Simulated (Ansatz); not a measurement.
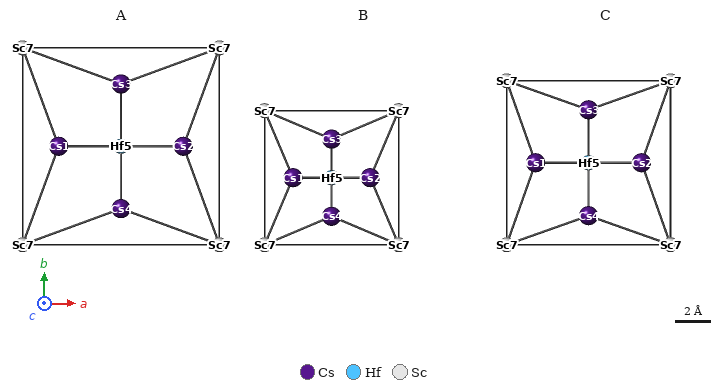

3 geometries from one relaxation of crystalline Cs4Hf2Sc (a generated structure, set up in P4/mmm) (coarse preliminary run), in shuffled order. A ball-and-stick model of the cell of the calculation, seen along the c axis.

Method: DFT PBE, scalar-relativistic, plane waves, PAW (Ansatz 0.2.0). (plane-wave cutoff 420 eV; k-point mesh 2 × 2 × 4; occupations gaussian; smearing width 0.1 eV; no spin polarisation; cell and atoms relaxed; force threshold 0.04 eV/Å; at most 70 steps)

> Order the frames from highest to lowest energy.

B, C, A. They are steps 0, 5, 13, at +11.245 eV per cell of the calculation, +1.577 eV per cell of the calculation relative to the last. Over 11 accepted moves (13 points after the start) the energy falls by 11.245 eV per cell of the calculation. The largest force component goes from 6.5 to 0.025 eV/Å. Pressure: 16.50 GPa at the start and 0.09 GPa at the end. The SCF was repeated twice at an unchanged geometry on a basis and grid sized afresh for the cell, which shifted the energy by 0.539 eV per cell of the calculation at most. The largest moves relative to the cell, 0.32 Å, are those of Cs atoms. Largest moves by element: Cs 0.32 Å, Hf 0.01 Å. Sc stays in place. Cell: a = b 7.717 → 11.332 Å (+46.8 %), c 4.939 → 5.237 Å (+6.0 %). Volume +128.7 %. Some distances before and after: Cs–Cs 3.144 → 5.074 Å, Cs–Sc 4.191 → 6.035 Å, Cs–Hf 2.560 → 3.834 Å, Cs–Cs 3.271 → 4.157 Å. Among the angles between lasting bonds that change: Cs–Hf–Cs 120.5° → 138.7°, Cs–Hf–Hf 60.3° → 69.3°, Cs–Hf–Hf 119.7° → 110.7°. The space group stays P4/mmm (No. 123). Cost: 2.8 min on 1 thread of Intel(R) Xeon(R) 6975P-C (Granite Rapids), on a shared host, peak memory 0.97 GiB.

Limits of the set-up: the k-point mesh is coarse for a cell with partly filled bands.
